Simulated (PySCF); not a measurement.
EPR calculation, with input and output: C2H10NSi2

System: C2H10NSi2, multiplicity 2.
Method: UKS BHandHLYP, IGLO-III on C N Si, pcH-1 on H, non-relativistic, mean-field spin-orbit, GIAO (PySCF 2.14.0).

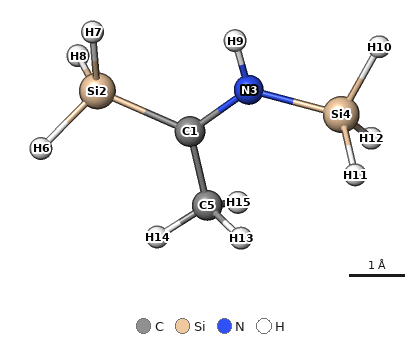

*The structure (ball-and-stick view, seen at a tilt; atoms are numbered from 1 in the order of the input).*

## Input file
```
{"job": {"kind": "epr", "xc": "BHandHLYP"}, "charge": 0, "multiplicity": 2}
C     -0.448221     0.142887     0.035480
Si    -1.894233     1.244063    -0.303453
N      0.842191     0.585582    -0.237394
Si     2.358787    -0.271942    -0.050121
C     -0.599169    -1.283610     0.449010
H     -2.982878     0.980204     0.688850
H     -1.435560     2.668852    -0.199272
H     -2.505645     1.088874    -1.669653
H      0.914259     1.566749    -0.486089
H      3.394666     0.664362    -0.575429
H      2.679745    -0.612250     1.372197
H      2.367770    -1.544975    -0.830846
H      0.070567    -1.541226     1.292404
H     -1.625943    -1.500467     0.777572
H     -0.366538    -1.990440    -0.371619
```

The first line tells a small driver script what to run in PySCF; the rest is the geometry in Å.

Command:
```bash
OMP_NUM_THREADS=1 python <driver script> task.json out
```

## What the program printed
```
UKS, coarse grid
  cycle   1  E = -715.87789250  |g| = 2.28e-01
  cycle   2  E = -715.89946186  |g| = 1.40e-01
  cycle   3  E = -715.90733799  |g| = 5.20e-02
  cycle   4  E = -715.90868811  |g| = 1.46e-02
  cycle   5  E = -715.90883204  |g| = 5.88e-03
  cycle   6  E = -715.90886481  |g| = 2.45e-03
  cycle   7  E = -715.90887367  |g| = 9.99e-04
UKS, final grid
  cycle   1  E = -715.90890458  |g| = 7.85e-04
  cycle   2  E = -715.90890480  |g| = 8.18e-04
  cycle   3  E = -715.90890512  |g| = 1.60e-04
  cycle   4  E = -715.90890518  |g| = 1.04e-04
  cycle   5  E = -715.90890519  |g| = 1.89e-05
E = -715.90890519 Eh   <S^2> = 0.7562 (exact 0.7500)
g shifts (ppm)      1          2          3
  rmc          -149       -149       -149
  gc              9         35         37
  oz_so         -38        687       1207
  total        -179        572       1094
hyperfine (MHz)  atom isotope    a_iso     a_fc   dipolar eigenvalues
    0   13C      91.99      92.13    -64.90    -63.88    128.78
    1  29Si      55.86      55.94     -3.06     -1.45      4.51
    2   14N       5.96       6.00     -8.94     -8.31     17.26
    3  29Si      12.63      12.64     -0.87      0.24      0.63
    4   13C     -33.83     -33.84     -1.34     -0.94      2.28
    5    1H      17.24      17.24     -3.32     -2.31      5.63
    6    1H       9.42       9.42     -3.04     -2.51      5.55
    7    1H      78.21      78.21     -2.85     -1.67      4.52
    8    1H     -13.78     -13.79     -9.95     -4.83     14.78
    9    1H      -1.85      -1.85     -2.02     -1.55      3.58
   10    1H      25.14      25.14     -1.78     -1.42      3.20
   11    1H      12.51      12.51     -1.80     -1.60      3.40
   12    1H      67.75      67.75     -4.34     -3.08      7.42
   13    1H       6.11       6.11     -4.83     -3.26      8.09
   14    1H     104.24     104.24     -3.65     -3.25      6.90
```

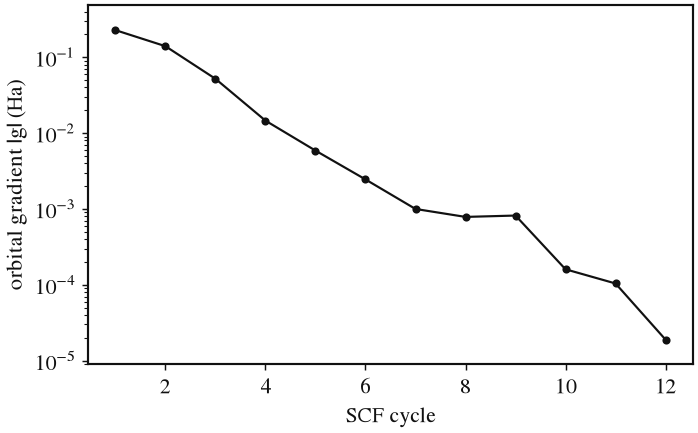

*Convergence of the self-consistent field: orbital gradient |g| against the SCF cycle.*

All cycles printed in the log are drawn one after another.

## Key numbers

```csv
quantity,value
outcome,converged
total energy,−715.908905 hartree
⟨S²⟩,0.756
isotropic g,2.0028
hardware,"1 CPU thread, shared host"
wall time,79 s
peak memory,0.93 GiB
```
